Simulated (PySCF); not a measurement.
# C₃H₇Si₂ (doublet): what the fields show

```xyz
12

Si    1.6830   -0.2007    0.0024
C    -0.1071    0.0684   -0.5465
C    -0.6605    1.4254   -0.1886
C    -1.7182    1.1025    0.5438
Si   -1.5376   -0.7696    0.4892
H     2.5543    0.7391   -0.7080
H     2.0674   -1.5749   -0.3239
H     1.7874    0.0328    1.4427
H    -0.2316   -0.1250   -1.6148
H    -0.2619    2.3768   -0.4928
H    -2.4733   -1.5685   -0.2988
H    -1.1008   -1.5069    1.6693
```

Geometry: GFN2-xTB.

The calculation used UKS B3LYP, pcH-1 on C H Si, non-relativistic, mean-field spin-orbit, GIAO (PySCF 2.14.0, density-fitted response routines).

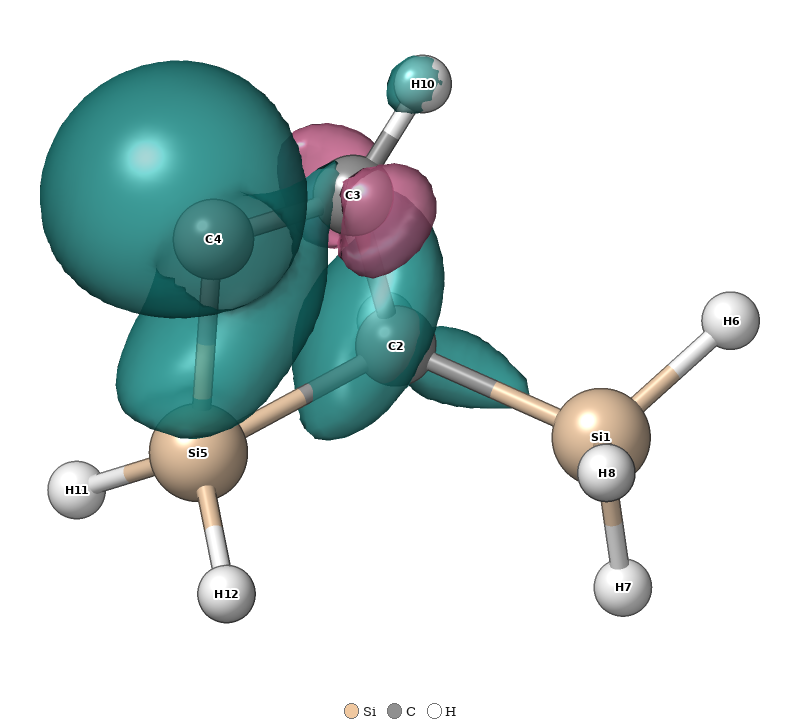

Figure 1. Isosurfaces of the spin density at +0.02 (teal) and −0.02 e/Å³ (pink), seen across its widest extent.

Where is the unpaired spin?

Answer. The unpaired spin (1 electron) lies mostly on C4 (about 0.8), Si5 (about 0.1) and C2 (about 0.1), in electrons by Hirshfeld's partition.

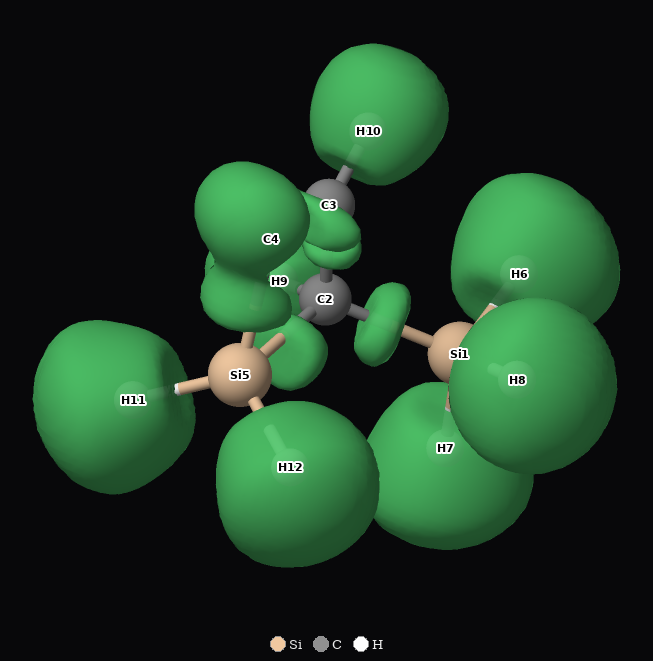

Figure 2. Isosurface of the electron localisation function at 0.85 (green), seen at a tilt. Only the valence region is drawn (cores and ρ < 0.01 e/Å³ removed).

What do the ELF domains correspond to?

Answer. The ELF exceeds this value in two regions between bonded C–C atoms (shared pairs), two regions between bonded C–Si atoms (shared pairs), seven regions around hydrogen nuclei and one region on C in which the atom's valence shell and bonds are merged. Along the contacts the grid gives the following. C–C (1.33 Å): the ELF peaks at about 0.90 between the atoms (a multiple bond). C–Si (1.88 Å): the ELF peaks at about 0.90 between the atoms; a covalent bond.

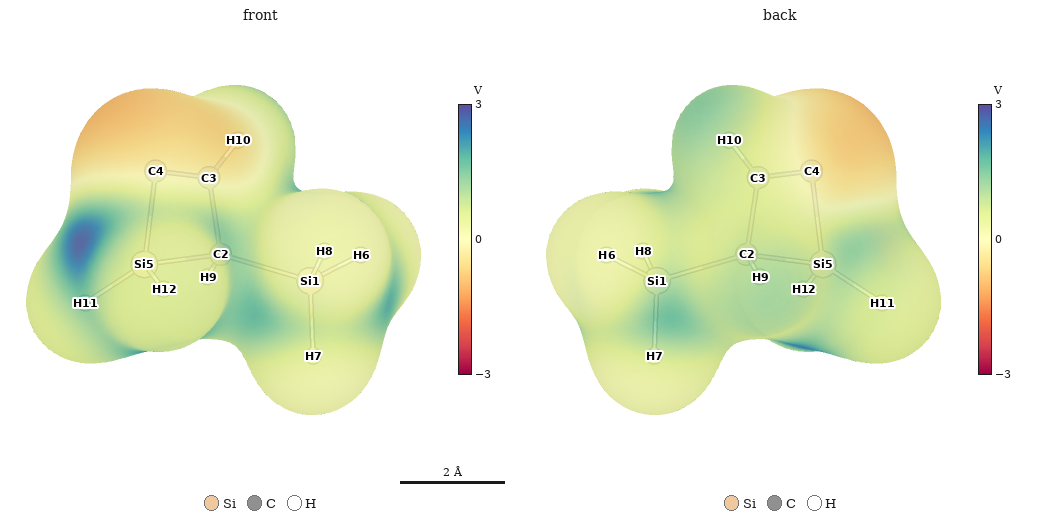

Figure 3. The electrostatic potential painted on the density surface at 0.004 e/bohr³, seen from the front and from behind; the colour scale runs from red (negative) to blue (positive).

Describe the electrostatic potential map.

Answer. The most negative region (about −1.0 V, or −23 kcal/mol for a unit charge) lies over C4, the most positive (about +2.5 V, or +58 kcal/mol for a unit charge) over Si5.

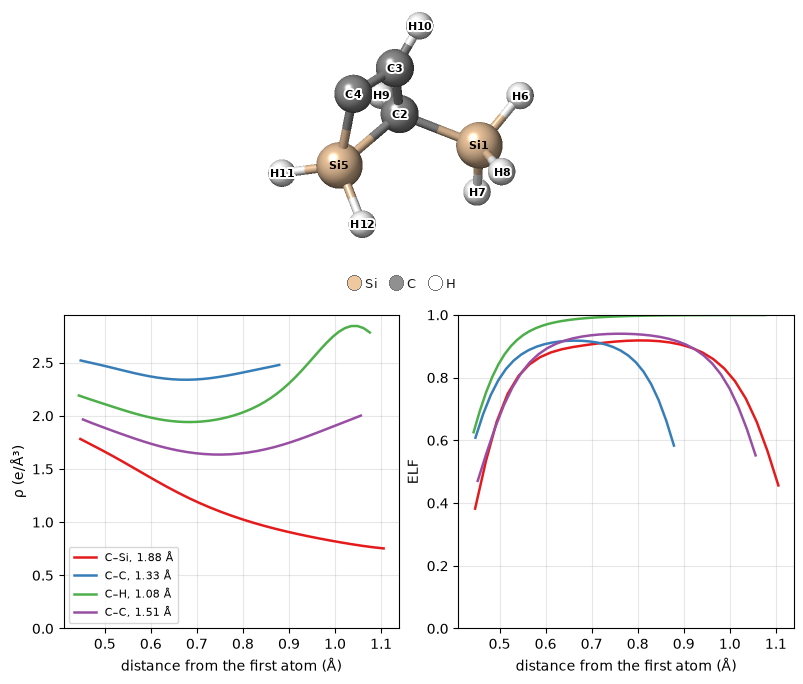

Figure 4. Total electron density and electron localisation function along straight lines between neighbouring atoms. The curves leave out the atomic cores. The structure is drawn too.

What can be read from the curves?

Answer. C–Si (1.88 Å): ρ is about 0.87 e/Å³ halfway; the ELF peaks at about 0.90 between the atoms; a covalent bond.
C–C (1.33 Å): ρ at the midpoint is about 2.3 e/Å³; the ELF peaks at about 0.90 between the atoms; a short, multiple covalent bond.
C–H (1.08 Å): ρ at the midpoint is about 2.1 e/Å³; the ELF climbs to about 1 towards the hydrogen, as it does in any bond to H; a covalent bond by its length.
C–C (1.51 Å): ρ at the midpoint is about 1.6 e/Å³; the ELF peaks at about 0.95 between the atoms; a covalent bond.
